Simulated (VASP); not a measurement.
Band structure of BaHfO3 (cubic perovskite). All values below come from SCAN meta-GGA, VASP's PBE PAW potentials (set 64) (plane waves; VASP 6.6.1).

Unless said otherwise, spin-orbit coupling is left out, though it shifts the bands of the heavy elements here.

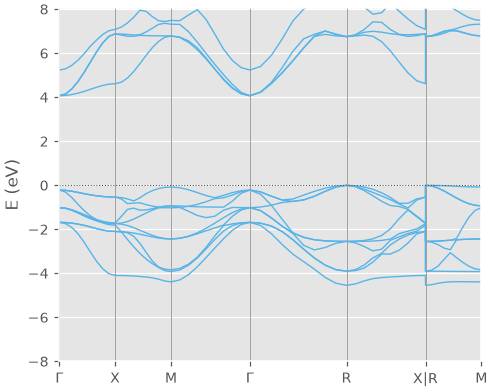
Fig. 1. Bands along high-symmetry lines, zero at the valence-band maximum or, without a gap, the Fermi level

Read the plot: is there a gap, and where are the band edges?

The gap is indirect, 4.07 eV, from the valence maximum at R to the conduction minimum at Γ.

The compound is BaHfO3 in the cubic perovskite structure. It was relaxed first.
